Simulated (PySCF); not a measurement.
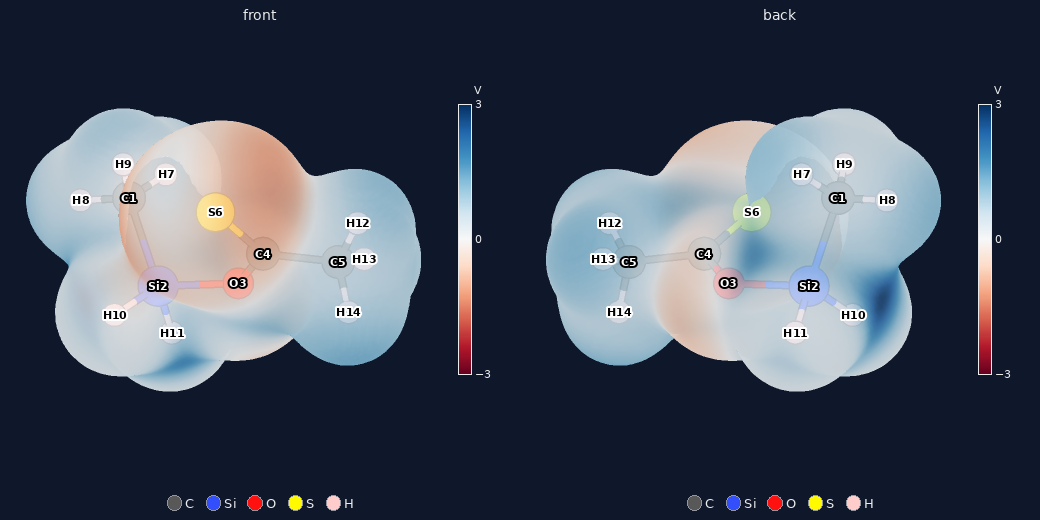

*C$_{3}$H$_{8}$OSSi. The molecular electrostatic potential painted on the density surface at 0.004 e/bohr³, seen from the front and from behind; red is negative and blue positive.*

Geometry: GFN2-xTB.

Method: B3LYP/def2-SVPD, SCF density, gas phase in PySCF.

Input

```
{"job": {"kind": "uv", "xc": "B3LYP", "basis": "def2-SVPD", "nstates": 8, "ntriplets": 3}, "charge": 0, "multiplicity": 1}
C     -2.343798     0.064017    -0.020935
Si    -1.045120    -1.084803     0.741561
O      0.486336    -0.626175     0.269180
C      1.159070     0.459912     0.559801
C      2.521112     0.535521    -0.049739
S      0.573441     1.628951     1.530087
H     -2.201681     0.163574    -1.094966
H     -3.345882    -0.317533     0.145976
H     -2.292288     1.060554     0.411137
H     -1.106163    -1.095647     2.199469
H     -0.994669    -2.412158     0.141783
H      2.874418     1.562274    -0.060945
H      2.503348     0.126705    -1.058516
H      3.211198    -0.065665     0.543967
```

Run with:

```sh
OMP_NUM_THREADS=1 python probes_run.py task.json out
```

### Which sites attract a positive test charge, and which a negative one?

A positive charge is drawn to the negative regions and a negative charge to the positive ones. The most negative region (about −1.2 V, or −28 kcal/mol for a unit charge) lies over S6, the most positive (about +2.6 V, or +60 kcal/mol for a unit charge) over Si2.

### What dipole moment does the calculation give?

Its dipole moment is 2.03 D.
